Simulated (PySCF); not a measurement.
**C₃H₈BBrSi: density, localisation and related maps**

```json
{"atom": "B", "x (Å)": "2.7959", "y (Å)": "0.4422", "z (Å)": "0.2417"}
{"atom": "C", "x (Å)": "1.3976", "y (Å)": "0.1334", "z (Å)": "0.7830"}
{"atom": "C", "x (Å)": "0.3928", "y (Å)": "-0.5245", "z (Å)": "0.1822"}
{"atom": "Br", "x (Å)": "0.5669", "y (Å)": "-1.1875", "z (Å)": "-1.6012"}
{"atom": "C", "x (Å)": "-0.9460", "y (Å)": "-0.7660", "z (Å)": "0.7502"}
{"atom": "Si", "x (Å)": "-2.2310", "y (Å)": "0.4747", "z (Å)": "0.0310"}
{"atom": "H", "x (Å)": "3.1253", "y (Å)": "0.0989", "z (Å)": "-0.8258"}
{"atom": "H", "x (Å)": "3.5480", "y (Å)": "1.0290", "z (Å)": "0.9196"}
{"atom": "H", "x (Å)": "1.1486", "y (Å)": "0.4587", "z (Å)": "1.7906"}
{"atom": "H", "x (Å)": "-0.9113", "y (Å)": "-0.6608", "z (Å)": "1.8354"}
{"atom": "H", "x (Å)": "-1.2871", "y (Å)": "-1.7754", "z (Å)": "0.5172"}
{"atom": "H", "x (Å)": "-2.3932", "y (Å)": "0.2203", "z (Å)": "-1.3968"}
{"atom": "H", "x (Å)": "-1.7318", "y (Å)": "1.8285", "z (Å)": "0.2727"}
{"atom": "H", "x (Å)": "-3.4755", "y (Å)": "0.2281", "z (Å)": "0.7581"}
```

Geometry: GFN2-xTB.

Computed with PBE0/def2-SVPD, SCF density, gas phase in PySCF.

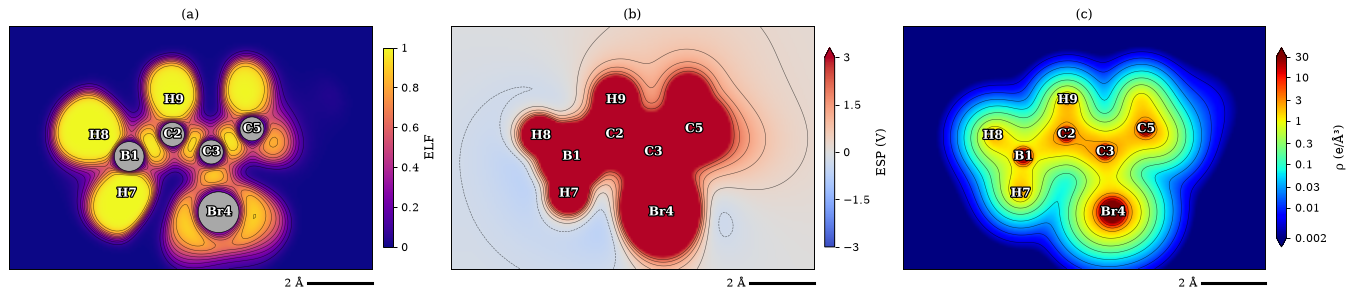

Figure 1. (a) electron localisation function; (b) electrostatic potential; (c) total electron density on the plane of atoms Br4, C3 and C5. Grey discs cover the atomic cores in the ELF map.

> What do the fields say about this system?

The plane passes through B, C, Br and H nuclei. C–C (1.34 Å): ρ at the midpoint is about 2.3 e/Å³; the ELF peaks at about 0.95 between the atoms (a multiple bond). C–B (1.53 Å): ρ is about 1.5 e/Å³ halfway; the ELF peaks at about 0.95 between the atoms (localised, covalent bonding). C–Br (1.91 Å): the density is about 1.1 e/Å³ at the midpoint; the ELF peaks at about 0.90 between the atoms, as expected for a shared electron pair. C–H (1.09 Å): ρ at the midpoint is about 1.9 e/Å³; the ELF climbs to about 1 towards the hydrogen, as it does in any bond to H (an ordinary covalent bond to hydrogen). C–C (1.47 Å): ρ at the midpoint is about 1.8 e/Å³; the ELF peaks at about 0.95 between the atoms, as expected for a covalent bond. The ELF also peaks beside Br4, away from the bonds: lone-pair regions. Outside the dense part of the molecule the potential is most negative (−0.6 V) near H7.

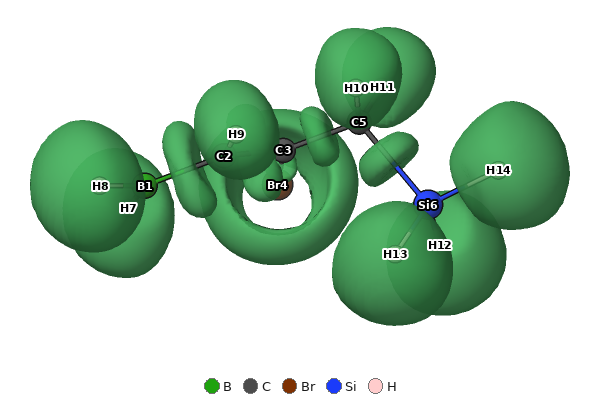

Figure 2. Isosurface of the electron localisation function at 0.8 (green), seen from one side. Core shells and regions of very low density are left out.

> What do the ELF domains correspond to?

The surface consists of one region between bonded Br–C atoms (shared pairs), one region between bonded B–C atoms (shared pairs), two regions between bonded C–C atoms (shared pairs), one region between bonded C–Si atoms (shared pairs), eight regions around hydrogen nuclei and one ring or bowl of non-bonding electrons around Br.

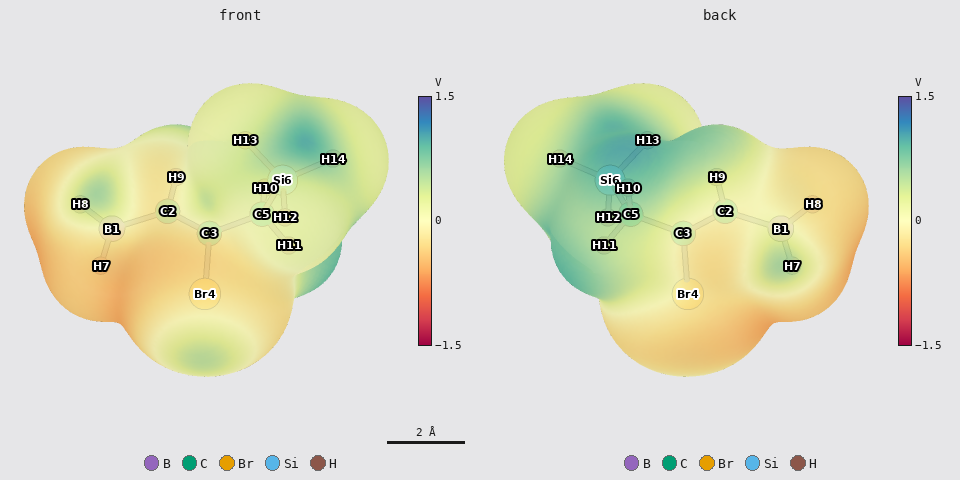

Figure 3. The electrostatic potential painted on the density surface at 0.001 e/bohr³, seen from the front and from behind; the colour scale runs from red (negative) to blue (positive).

> Where is the surface potential most negative and most positive?

The most negative region (about −0.6 V, or −14 kcal/mol for a unit charge) lies over Br4 and H7, the most positive (about +1.0 V, or +23 kcal/mol for a unit charge) over Si6 and H10. Br4 shows a σ-hole: about +0.5 V, or +12 kcal/mol for a unit charge at the tip opposite its bond, against about −0.3 V, or −7 kcal/mol for a unit charge on its flanks.

> How polar is the molecule by this calculation?

Its dipole moment is 2.48 D.
